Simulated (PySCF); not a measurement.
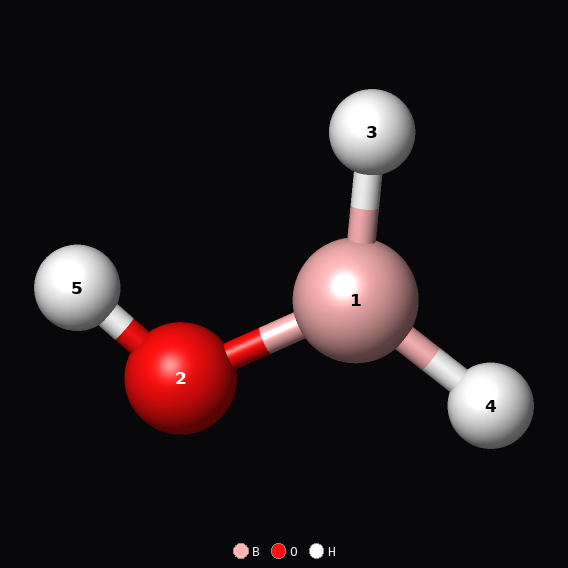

Numbered structure. The geometry was computed by an optimisation with PBE0-D4/def2-TZVP. No frequency run is at hand to confirm it as a minimum.

Give these bond angles: O2–B1–H3, O2–B1–H4, H3–B1–H4, B1–O2–H5.

```tsv
angle	degrees
O2–B1–H3	120.6
O2–B1–H4	116.8
H3–B1–H4	122.6
B1–O2–H5	113.5
```
